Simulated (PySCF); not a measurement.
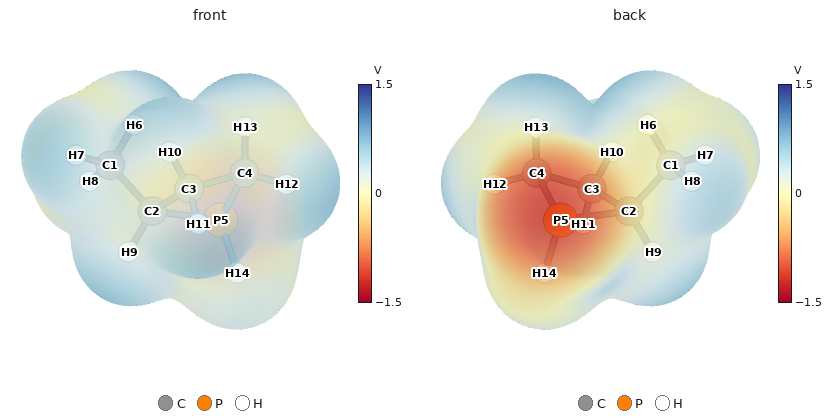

Figure. C4H9P. The electrostatic potential painted on the density surface at 0.002 e/bohr³, seen from the front and from behind; the colour scale runs from red (negative) to blue (positive).

Geometry: GFN2-xTB.

All numbers below come from PBE0/def2-SVPD, SCF density, gas phase (PySCF).

```tsv
atom	x (Å)	y (Å)	z (Å)
C	1.6880	-0.3214	0.3648
C	0.4727	-0.3148	-0.5480
C	-0.4369	0.9111	-0.3488
C	-1.4509	0.2350	0.5816
P	-0.8937	-1.4800	0.0578
H	1.3888	-0.1924	1.4035
H	2.3660	0.4887	0.0986
H	2.2240	-1.2649	0.2790
H	0.7852	-0.4855	-1.5812
H	0.0672	1.7801	0.0775
H	-0.9020	1.2114	-1.2883
H	-2.5001	0.4694	0.4113
H	-1.2225	0.3998	1.6354
H	-1.5865	-1.4370	-1.1654
```

Q: Describe the electrostatic potential map.

A: The most negative region (about −1.1 V, or −25 kcal/mol for a unit charge) lies over P5, the most positive (about +0.7 V, or +16 kcal/mol for a unit charge) over the H atoms.

Q: How polar is the molecule by this calculation?

A: Its dipole moment is 1.38 D.
